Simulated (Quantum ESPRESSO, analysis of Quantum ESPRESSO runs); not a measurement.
# Interstitial H in fcc Al, hop from a tetrahedral to the next octahedral site: migration barrier, PBEsol (Quantum ESPRESSO), part 2 of 3

Subject: interstitial H in fcc Al, hop from a tetrahedral to the next octahedral site. Wanted: its migration barrier, in one set-up (PBEsol, GBRV 1.5 PBEsol, 32-site cell, PBEsol lattice, k: 3x3x3). The model is a cell of 32 host atoms with 1 H put in. The barrier is the energy of the highest image of a climbing band over the relaxed site that the atom leaves. A local or semilocal functional is the cheapest first rung.

Quantum ESPRESSO 7.5; PBEsol, GBRV 1.5 PBEsol, 32-site cell, PBEsol lattice, k: 3x3x3.

So far: Set-up; Relaxation, charge 0.

### 2. Relaxation, charge 0 (continued)

Level of this step: Quantum ESPRESSO plane-wave DFT, PBEsol, GBRV 1.5 PBEsol potentials; relaxation of all atoms of a defect supercell (Quantum ESPRESSO).

Relaxation path:

| step | energy less that of the first step (eV) |
| --- | --- |
| 0 | 0.0000 |
| 1 | -0.1270 |
| 2 | -0.2243 |
| 3 | -0.2980 |
| 4 | -0.3084 |
| 5 | -0.3119 |
| 6 | -0.3152 |
| 7 | -0.3161 |
| 8 | -0.3164 |

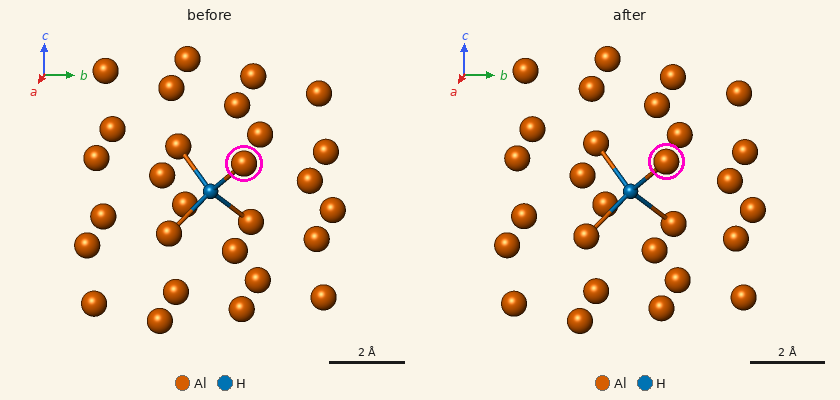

Before and after: the atoms that start within 5 Å of the centre. Al29, which moves most, is ringed if it is among them.

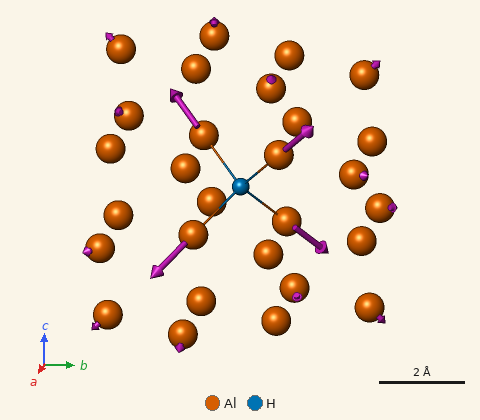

Displacements in the relaxation near the centre, exaggerated; the longest in the cell stands for 0.13 Å.

The atoms that moved most (Å):

| atom | dx | dy | dz | length |
| --- | --- | --- | --- | --- |
| Al29 | 0.073 | 0.073 | 0.073 | 0.126 |
| Al8 | -0.073 | -0.073 | 0.073 | 0.126 |
| Al18 | 0.073 | -0.073 | -0.073 | 0.126 |
| Al11 | -0.073 | 0.073 | -0.073 | 0.126 |
| Al30 | 0.002 | 0.017 | 0.017 | 0.024 |
| Al32 | 0.017 | 0.017 | 0.002 | 0.024 |
| Al31 | 0.017 | 0.002 | 0.017 | 0.024 |
| Al7 | -0.002 | -0.017 | 0.017 | 0.024 |

The relaxed structure:

```xyz
33
Lattice="8.0267 0.0000 0.0000 0.0000 8.0267 0.0000 0.0000 0.0000 8.0267" Properties=species:S:1:pos:R:3 pbc="T T T"
Al    0.0019    0.0019    0.0019
Al    0.0064    2.0092    2.0092
Al    2.0092    0.0064    2.0092
Al    2.0092    2.0092    0.0064
Al   -0.0171   -0.0171    4.0156
Al   -0.0171    2.0044    6.0371
Al    2.0044   -0.0171    6.0371
Al    1.9340    1.9340    4.0860
Al   -0.0171    4.0156   -0.0171
Al   -0.0171    6.0371    2.0044
Al    1.9340    4.0860    1.9340
Al    2.0044    6.0371   -0.0171
Al    0.0064    4.0108    4.0108
Al    0.0019    6.0180    6.0180
Al    2.0092    4.0108    6.0136
Al    2.0092    6.0136    4.0108
Al    4.0156   -0.0171   -0.0171
Al    4.0860    1.9340    1.9340
Al    6.0371   -0.0171    2.0044
Al    6.0371    2.0044   -0.0171
Al    4.0108    0.0064    4.0108
Al    4.0108    2.0092    6.0136
Al    6.0180    0.0019    6.0180
Al    6.0136    2.0092    4.0108
Al    4.0108    4.0108    0.0064
Al    4.0108    6.0136    2.0092
Al    6.0136    4.0108    2.0092
Al    6.0180    6.0180    0.0019
Al    4.0860    4.0860    4.0860
Al    4.0156    6.0371    6.0371
Al    6.0371    4.0156    6.0371
Al    6.0371    6.0371    4.0156
H     3.0100    3.0100    3.0100
```

Neighbours of H33 at the end:

| atom | distance (Å) |
| --- | --- |
| Al8 | 1.864 |
| Al18 | 1.864 |
| Al11 | 1.864 |
| Al29 | 1.864 |
| Al13 | 3.320 |
| Al4 | 3.320 |
| Al15 | 3.320 |
| Al21 | 3.320 |
| Al25 | 3.320 |
| Al27 | 3.320 |
| Al26 | 3.320 |
| Al24 | 3.320 |
| Al22 | 3.320 |
| Al16 | 3.320 |
| Al2 | 3.320 |
| Al3 | 3.320 |

From the first step to the last the energy fell by 0.316 eV, and the largest move was 0.13 Å (Al29 and 3 other atoms alike).

### 3. Relaxation, charge 0

The other end of the jump is relaxed alike.

File pw.in:

```
&CONTROL
  calculation = 'relax'
  prefix = 'pwscf'
  outdir = './tmp'
  pseudo_dir = './pseudo'
  tprnfor = .true.
  disk_io = 'low'
  nstep = 70
  forc_conv_thr = 0.00078
  etot_conv_thr = 0.0001
/
&SYSTEM
  ibrav = 0
  nat = 33
  ntyp = 2
  ecutwfc = 45
  ecutrho = 360
  nbnd = 63
  occupations = 'smearing'
  smearing = 'mv'
  degauss = 0.00734986
/
&ELECTRONS
  conv_thr = 3d-08
  electron_maxstep = 100
  mixing_beta = 0.5
/
&IONS
  ion_dynamics = 'bfgs'
/
ATOMIC_SPECIES
Al    26.9815 al_pbesol_v1.uspp.F.UPF
H      1.0080 h_pbesol_v1.4.uspp.F.UPF
CELL_PARAMETERS angstrom
   8.0266502575    0.0000000000    0.0000000000
   0.0000000000    8.0266502575    0.0000000000
   0.0000000000    0.0000000000    8.0266502575
ATOMIC_POSITIONS crystal
Al     0.0000000000    0.0000000000    0.0000000000
Al     0.0000000000    0.2500000000    0.2500000000
[... 1 atom line left out ...]
Al     0.2500000000    0.2500000000    0.0000000000
[... 3 atom lines left out ...]
Al     0.2500000000    0.2500000000    0.5000000000
[... 2 atom lines left out ...]
Al     0.2500000000    0.5000000000    0.2500000000
[... 1 atom line left out ...]
Al     0.0000000000    0.5000000000    0.5000000000
[... 1 atom line left out ...]
Al     0.2500000000    0.5000000000    0.7500000000
[... 2 atom lines left out ...]
Al     0.5000000000    0.2500000000    0.2500000000
[... 2 atom lines left out ...]
Al     0.5000000000    0.0000000000    0.5000000000
[... 3 atom lines left out ...]
Al     0.5000000000    0.5000000000    0.0000000000
Al     0.5000000000    0.7500000000    0.2500000000
Al     0.7500000000    0.5000000000    0.2500000000
[... 1 atom line left out ...]
Al     0.5000000000    0.5000000000    0.5000000000
[... 3 atom lines left out ...]
H      0.2500000000    0.2500000000    0.2500000000
K_POINTS automatic
3 3 3 0 0 0
```

Started as:

```bash
$ OMP_NUM_THREADS=1 mpirun -n 4 pw.x -nk 4 -in pw.in > pw.out
```

What it wrote:

```text
[banner, memory and clock lines left out]
          URL

     Message from routine setup:
     using ibrav=0 with symmetry is DISCOURAGED, use correct ibrav instead

     G-vector sticks info

     bravais-lattice index     =            0
     lattice parameter (alat)  =      15.1682  a.u.
     unit-cell volume          =    3489.7926 (a.u.)^3
     number of atoms/cell      =           33
     number of atomic types    =            2
     number of electrons       =        97.00
     number of Kohn-Sham states=           63
     kinetic-energy cutoff     =      45.0000  Ry
     charge density cutoff     =     360.0000  Ry
     scf convergence threshold =      3.0E-08
     mixing beta               =       0.5000
     number of iterations used =            8  plain     mixing
     energy convergence thresh.=      1.0E-04
     force convergence thresh. =      7.8E-04
     Exchange-correlation= SLA  PW   PSX  PSC
                           (   1   4  10   8   0   0   0)
     nstep                     =           70

     celldm(1)=  15.168171  celldm(2)=   0.000000  celldm(3)=   0.000000
     celldm(4)=   0.000000  celldm(5)=   0.000000  celldm(6)=   0.000000

     crystal axes: (cart. coord. in units of alat)
               a(1) = (   1.000000   0.000000   0.000000 )
               a(2) = (   0.000000   1.000000   0.000000 )
               a(3) = (   0.000000   0.000000   1.000000 )

     reciprocal axes: (cart. coord. in units 2 pi/alat)
               b(1) = (  1.000000  0.000000  0.000000 )
               b(2) = (  0.000000  1.000000  0.000000 )
               b(3) = (  0.000000  0.000000  1.000000 )

     PseudoPot. # 1 for Al read from file:
     al_pbesol_v1.uspp.F.UPF
     Pseudo is Ultrasoft + core correction, Zval =  3.0
     Generated by new atomic code, or converted to UPF format
     Using radial grid of  893 points,  3 beta functions with:
                l(1) =   0
                l(2) =   1
                l(3) =   2
     Q(r) pseudized with  8 coefficients,  rinner =    0.900   0.900   0.900
                                                       0.900   0.900

     PseudoPot. # 2 for H  read from file:
     h_pbesol_v1.4.uspp.F.UPF
     Pseudo is Ultrasoft, Zval =  1.0
     Generated by new atomic code, or converted to UPF format
     Using radial grid of  615 points,  2 beta functions with:
                l(1) =   0
                l(2) =   0
     Q(r) pseudized with  8 coefficients,  rinner =    0.700

     atomic species   valence    mass     pseudopotential
     Al                3.00    26.98150     Al( 1.00)
     H                 1.00     1.00800     H ( 1.00)

     48 Sym. Ops., with inversion, found (42 have fractional translation)

   Cartesian axes

     site n.     atom                  positions (alat units)
         1        Al     tau(   1) = (   0.0000000   0.0000000   0.0000000  )
         2        Al     tau(   2) = (   0.0000000   0.2500000   0.2500000  )
         3        Al     tau(   3) = (   0.2500000   0.0000000   0.2500000  )
         4        Al     tau(   4) = (   0.2500000   0.2500000   0.0000000  )
         5        Al     tau(   5) = (   0.0000000   0.0000000   0.5000000  )
         6        Al     tau(   6) = (   0.0000000   0.2500000   0.7500000  )
         7        Al     tau(   7) = (   0.2500000   0.0000000   0.7500000  )
         8        Al     tau(   8) = (   0.2500000   0.2500000   0.5000000  )
         9        Al     tau(   9) = (   0.0000000   0.5000000   0.0000000  )
        10        Al     tau(  10) = (   0.0000000   0.7500000   0.2500000  )
        11        Al     tau(  11) = (   0.2500000   0.5000000   0.2500000  )
        12        Al     tau(  12) = (   0.2500000   0.7500000   0.0000000  )
        13        Al     tau(  13) = (   0.0000000   0.5000000   0.5000000  )
        14        Al     tau(  14) = (   0.0000000   0.7500000   0.7500000  )
        15        Al     tau(  15) = (   0.2500000   0.5000000   0.7500000  )
        16        Al     tau(  16) = (   0.2500000   0.7500000   0.5000000  )
[...]
25        Al     tau(  25) = (   0.5000000   0.5000000   0.0000000  )
        26        Al     tau(  26) = (   0.5000000   0.7500000   0.2500000  )
        27        Al     tau(  27) = (   0.7500000   0.5000000   0.2500000  )
        28        Al     tau(  28) = (   0.7500000   0.7500000   0.0000000  )
        29        Al     tau(  29) = (   0.5000000   0.5000000   0.5000000  )
        30        Al     tau(  30) = (   0.5000000   0.7500000   0.7500000  )
        31        Al     tau(  31) = (   0.7500000   0.5000000   0.7500000  )
        32        Al     tau(  32) = (   0.7500000   0.7500000   0.5000000  )
        33        H      tau(  33) = (   0.2500000   0.2500000   0.2500000  )

     number of k points=     4  Marzari-Vanderbilt smearing, width (Ry)=  0.0073
                       cart. coord. in units 2pi/alat
        k(    1) = (   0.0000000   0.0000000   0.0000000), wk =   0.0740741
        k(    2) = (   0.0000000   0.0000000   0.3333333), wk =   0.4444444
        k(    3) = (   0.0000000   0.3333333   0.3333333), wk =   0.8888889
        k(    4) = (   0.3333333   0.3333333   0.3333333), wk =   0.5925926

     Dense  grid:   402647 G-vectors     FFT dimensions: (  96,  96,  96)

     Smooth grid:   142609 G-vectors     FFT dimensions: (  72,  72,  72)

     Initial potential from superposition of free atoms

     starting charge      96.9247, renormalised to      97.0000
     Starting wfcs are  129 randomized atomic wfcs

     Self-consistent Calculation

     iteration #  1     ecut=    45.00 Ry     beta= 0.50
     Davidson diagonalization with overlap
     ethr =  1.00E-02,  avg # of iterations =  3.0

     Threshold (ethr) on eigenvalues was too large:
     Diagonalizing with lowered threshold

     Davidson diagonalization with overlap
     ethr =  2.20E-04,  avg # of iterations =  5.2

     total energy              =    -214.40780239 Ry
     estimated scf accuracy    <       0.22944268 Ry

     iteration #  2     ecut=    45.00 Ry     beta= 0.50
     Davidson diagonalization with overlap
     ethr =  2.37E-04,  avg # of iterations =  2.0
     Minimization algorithm failed to find Fermi energy: reverting to bisection
     Possible cause: smearing is larger than the electronic band-gap.

     total energy              =    -214.39702581 Ry
     estimated scf accuracy    <       0.06639420 Ry

     iteration #  3     ecut=    45.00 Ry     beta= 0.50
     Davidson diagonalization with overlap
     ethr =  6.84E-05,  avg # of iterations =  5.2
[...]
internal energy E=F+TS    =    -214.41561097 Ry

     The total energy is F=E-TS. E is the sum of the following terms:
     one-electron contribution =      97.57356709 Ry
     hartree contribution      =       0.58119853 Ry
     xc contribution           =    -137.24193314 Ry
     ewald contribution        =    -175.32844345 Ry

     convergence has been achieved in   7 iterations

     Forces acting on atoms (cartesian axes, Ry/au):

[...]
Total force =     0.003393     Total SCF correction =     0.000019
     Energy error            =      4.2E-05 Ry
     Gradient error          =      8.3E-04 Ry/Bohr

     number of scf cycles    =   7
     number of bfgs steps    =   6

     energy             old  =    -214.4130460272 Ry
     energy             new  =    -214.4130884990 Ry

     CASE: energy            _new < energy            _old

     new trust radius        =       0.0049019803 bohr
     new conv_thr            =       0.0000000003 Ry

ATOMIC_POSITIONS (crystal)
[...]
NEW-OLD atomic charge density approx. for the potential

     Self-consistent Calculation

     iteration #  1     ecut=    45.00 Ry     beta= 0.50
[...]
Threshold (ethr) on eigenvalues was too large:
     Diagonalizing with lowered threshold

     Davidson diagonalization with overlap
     ethr =  8.16E-09,  avg # of iterations =  4.5
     Minimization algorithm failed to find Fermi energy: reverting to bisection
     Possible cause: smearing is larger than the electronic band-gap.

     total energy              =    -214.41310843 Ry
     estimated scf accuracy    <       0.00002403 Ry

     iteration #  2     ecut=    45.00 Ry     beta= 0.50
     Davidson diagonalization with overlap
     ethr =  2.48E-08,  avg # of iterations =  3.0
     Minimization algorithm failed to find Fermi energy: reverting to bisection
     Possible cause: smearing is larger than the electronic band-gap.

     total energy              =    -214.41310875 Ry
     estimated scf accuracy    <       0.00004913 Ry

     iteration #  3     ecut=    45.00 Ry     beta= 0.50
     Davidson diagonalization with overlap
     ethr =  2.48E-08,  avg # of iterations =  2.2
     Minimization algorithm failed to find Fermi energy: reverting to bisection
     Possible cause: smearing is larger than the electronic band-gap.

     total energy              =    -214.41311693 Ry
     estimated scf accuracy    <       0.00000620 Ry

     iteration #  4     ecut=    45.00 Ry     beta= 0.50
     Davidson diagonalization with overlap
     ethr =  6.39E-09,  avg # of iterations =  2.0
     Minimization algorithm failed to find Fermi energy: reverting to bisection
     Possible cause: smearing is larger than the electronic band-gap.

     total energy              =    -214.41311768 Ry
     estimated scf accuracy    <       0.00000010 Ry

     iteration #  5     ecut=    45.00 Ry     beta= 0.50
     Davidson diagonalization with overlap
     ethr =  1.08E-10,  avg # of iterations =  4.0
     Minimization algorithm failed to find Fermi energy: reverting to bisection
     Possible cause: smearing is larger than the electronic band-gap.

     total energy              =    -214.41311772 Ry
     estimated scf accuracy    <       0.00000005 Ry

     iteration #  6     ecut=    45.00 Ry     beta= 0.50
     Davidson diagonalization with overlap
     ethr =  5.34E-11,  avg # of iterations =  2.0
     Minimization algorithm failed to find Fermi energy: reverting to bisection
     Possible cause: smearing is larger than the electronic band-gap.

     total energy              =    -214.41311773 Ry
     estimated scf accuracy    <          9.8E-09 Ry

     iteration #  7     ecut=    45.00 Ry     beta= 0.50
     Davidson diagonalization with overlap
     ethr =  1.01E-11,  avg # of iterations =  2.8
     Minimization algorithm failed to find Fermi energy: reverting to bisection
     Possible cause: smearing is larger than the electronic band-gap.

     total energy              =    -214.41311773 Ry
     estimated scf accuracy    <          1.2E-09 Ry

     iteration #  8     ecut=    45.00 Ry     beta= 0.50
     Davidson diagonalization with overlap
     ethr =  1.25E-12,  avg # of iterations =  2.0
     Minimization algorithm failed to find Fermi energy: reverting to bisection
     Possible cause: smearing is larger than the electronic band-gap.

     End of self-consistent calculation

          k = 0.0000 0.0000 0.0000 ( 17845 PWs)   bands (ev):

[...]
9.2610   9.2823   9.2823   9.2823   9.3011   9.3011   9.3011

          k = 0.0000 0.0000 0.3333 ( 17772 PWs)   bands (ev):

[...]
8.9367   8.9367   8.9915   9.4526   9.6622   9.6881   9.6881

          k = 0.0000 0.3333 0.3333 ( 17799 PWs)   bands (ev):

[...]
8.3658   8.8105   8.9538   9.0199   9.0310   9.0377   9.0859   9.0861
     9.1220   9.2267   9.6196   9.7659   9.7783   9.8027  10.6541

          k = 0.3333 0.3333 0.3333 ( 17788 PWs)   bands (ev):

    -2.7035  -2.0724  -1.7092  -1.7092  -1.1805  -0.9519  -0.9519  -0.2784
     0.8252   1.2927   1.2927   1.6530   2.0319   2.0319   2.0365   2.0365
     2.0386   2.5972   2.7745   2.7745   3.2837   3.4847   3.4847   3.9137
     4.2061   4.2061   4.2126   4.2126   4.2132   4.6305   4.7896   4.7896
     5.0949   5.1296   5.1296   5.6019   5.7082   5.7082   6.8322   7.0721
     7.0721   7.1040   7.1229   7.1229   7.6423   7.7987   7.7987   7.8253
     7.8488   7.8488   8.5104   8.8040   9.0949   9.0949   9.4777   9.6304
     9.6304   9.7560   9.9264   9.9264   9.9928  10.1661  10.1661

     the Fermi energy is     7.9137 ev

!    total energy              =    -214.41311773 Ry
     estimated scf accuracy    <          4.6E-11 Ry
     smearing contrib. (-TS)   =       0.00251994 Ry
     internal energy E=F+TS    =    -214.41563767 Ry

     The total energy is F=E-TS. E is the sum of the following terms:
     one-electron contribution =      97.57659110 Ry
     hartree contribution      =       0.57974031 Ry
     xc contribution           =    -137.24187982 Ry
     ewald contribution        =    -175.33008927 Ry

     convergence has been achieved in   8 iterations

     Forces acting on atoms (cartesian axes, Ry/au):

[...]
atom   26 type  1   force =     0.00002198   -0.00000000    0.00000000
     atom   27 type  1   force =    -0.00000000    0.00002198   -0.00000000
     atom   28 type  1   force =     0.00000000    0.00000000   -0.00035745
     atom   29 type  1   force =    -0.00011111   -0.00011111   -0.00011111
     atom   30 type  1   force =     0.00035745    0.00000000    0.00000000
     atom   31 type  1   force =     0.00000000    0.00035745    0.00000000
     atom   32 type  1   force =     0.00000000    0.00000000    0.00035745
     atom   33 type  2   force =     0.00000000    0.00000000    0.00000000

     Total force =     0.001292     Total SCF correction =     0.000009
     Energy error            =      2.9E-05 Ry
     Gradient error          =      3.6E-04 Ry/Bohr

     bfgs converged in   8 scf cycles and   7 bfgs steps
     (criteria: energy <  1.0E-04 Ry, force <  7.8E-04 Ry/Bohr)

     End of BFGS Geometry Optimization

     Final energy             =    -214.4131177305 Ry

     File ./tmp/pwscf.bfgs deleted, as requested
Begin final coordinates

ATOMIC_POSITIONS (crystal)
[...]
Al               0.5012970233        0.7500000000        0.2500000000
Al               0.7500000000        0.5012970233        0.2500000000
Al               0.7500000000        0.7500000000       -0.0007269696
Al               0.4997541669        0.4997541669        0.4997541669
Al               0.5007269696        0.7500000000        0.7500000000
Al               0.7500000000        0.5007269696        0.7500000000
Al               0.7500000000        0.7500000000        0.5007269696
H                0.2500000000        0.2500000000        0.2500000000
End final coordinates
```

The job ended after 5.5 min (4 MPI ranks of Arm Neoverse V1, shared host; peak memory 1.8 GiB; 22 min of CPU time).

Relaxation path:

| step | energy less that of the first step (eV) |
| --- | --- |
| 0 | 0.0000 |
| 1 | -0.0169 |
| 2 | -0.0315 |
| 3 | -0.0459 |
| 4 | -0.0523 |
| 5 | -0.0528 |
| 6 | -0.0534 |
| 7 | -0.0538 |

The atoms that moved most (Å):

| atom | dx | dy | dz | length |
| --- | --- | --- | --- | --- |
| Al2 | -0.048 | 0.000 | 0.000 | 0.048 |
| Al3 | 0.000 | -0.048 | 0.000 | 0.048 |
| Al4 | 0.000 | 0.000 | -0.048 | 0.048 |
| Al8 | 0.000 | 0.000 | 0.048 | 0.048 |
| Al11 | 0.000 | 0.048 | 0.000 | 0.048 |
| Al18 | 0.048 | 0.000 | 0.000 | 0.048 |
| Al10 | -0.010 | 0.000 | 0.000 | 0.010 |
| Al7 | 0.000 | -0.010 | 0.000 | 0.010 |

Neighbours of H33 at the end:

| atom | distance (Å) |
| --- | --- |
| Al2 | 2.054 |
| Al4 | 2.054 |
| Al3 | 2.054 |
| Al11 | 2.054 |
| Al18 | 2.054 |
| Al8 | 2.054 |
| Al9 | 3.472 |
| Al13 | 3.472 |
| Al21 | 3.472 |
| Al17 | 3.472 |
| Al29 | 3.472 |
| Al25 | 3.472 |
| Al5 | 3.472 |
| Al1 | 3.472 |

From the first step to the last the energy fell by 0.054 eV, and the largest move was 0.048 Å (Al2 and 5 other atoms alike).

(Part 2 of 3 ends here.)

[Logs are printed without paths, hosts, clocks, repeated set-up lines and the standing remarks that a program may print on its own settings, such as how far it seeks lower states.]

[Hosts, paths, dates, database ids (printed as entryN), source tags and the programs' standing remarks are cut or masked in the printed files.]

[For some hosts the program warned that the k-mesh of the response run may be too coarse for force constants and the static dielectric constant; such warnings are not shown here.]
